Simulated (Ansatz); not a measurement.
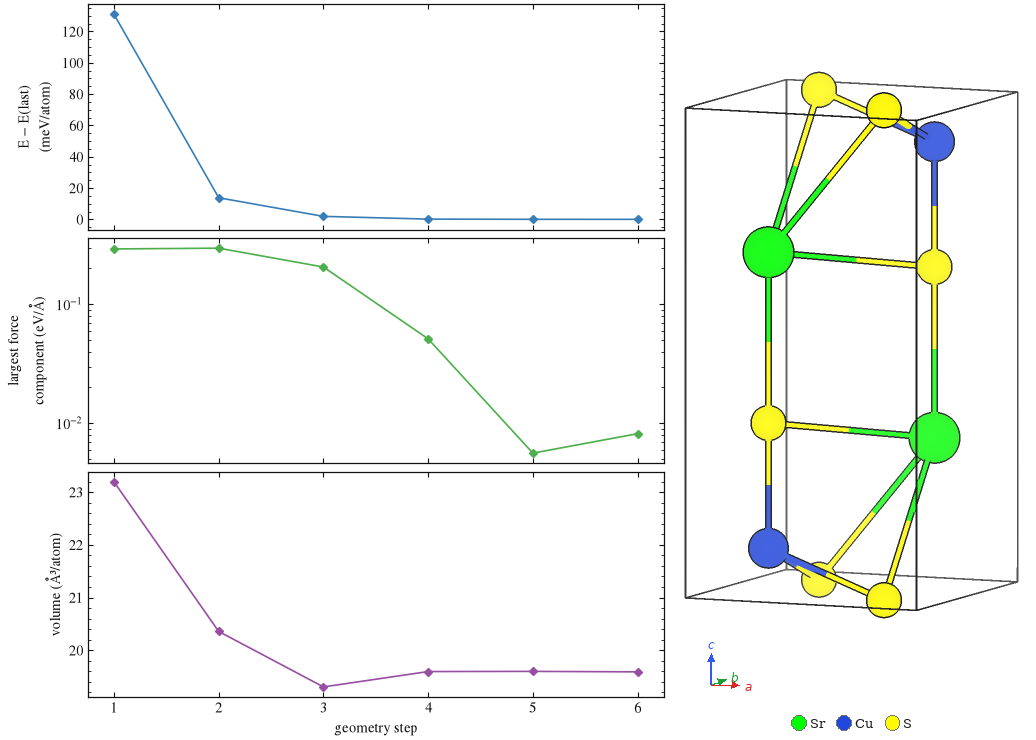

Beside the plot: the structure at the start.

History of a geometry optimisation. Atoms and cell relax. A closing SCF on a freshly chosen basis isn't drawn.

```
crystal:
  lattice:
    - [4.55939217, 0.0, 0.0]
    - [0.0, 4.55939217, 0.0]
    - [0.0, 0.0, 8.92514928]
  atoms:
    - { symbol: Sr, position: [0.25, 0.25, 0.6975] }
    - { symbol: Sr, position: [0.75, 0.75, 0.3025] }
    - { symbol: Cu, position: [0.25, 0.25, 0.0933] }
    - { symbol: Cu, position: [0.75, 0.75, 0.9067] }
    - { symbol: S, position: [0.25, 0.25, 0.3488] }
    - { symbol: S, position: [0.75, 0.75, 0.6512] }
    - { symbol: S, position: [0.75, 0.25, 0.0] }
    - { symbol: S, position: [0.25, 0.75, 0.0] }
kpoints:
  mp_grid: { grid: [4, 4, 2], shift: [0, 0, 0] }
magnetization:
  spin_polarized: true
scf:
  occupations: { method: fermi_dirac }
hamiltonian:
  pseudopotentials: { kind: paw }
  xc: lda
basis:
  ecutwfc: 500
output:
  forces: true
  stress: true
  eigenvalues: true
relax:
  max_steps: 40
  cell: {}
```

Launched with:
```bash
ansatz run input.yaml --threads 1 --pin off --max-ram 2560MiB --backend cpu --events-out ev --progress --plain --runs-dir out
```

How did it end, and what did it gain?

The optimisation met its thresholds at geometry 6, counting the start as the first. The energy fell by about 130 meV/atom from the first step to the last. The largest force component goes from about 0.29 eV/Å at the start to 8 × 10⁻³ eV/Å at the end.

What happens to the cell?

The volume shrinks from 23.2 to 19.6 Å³ per atom (−16 %), overshooting to 19.3 at step 3. The start was expanded.
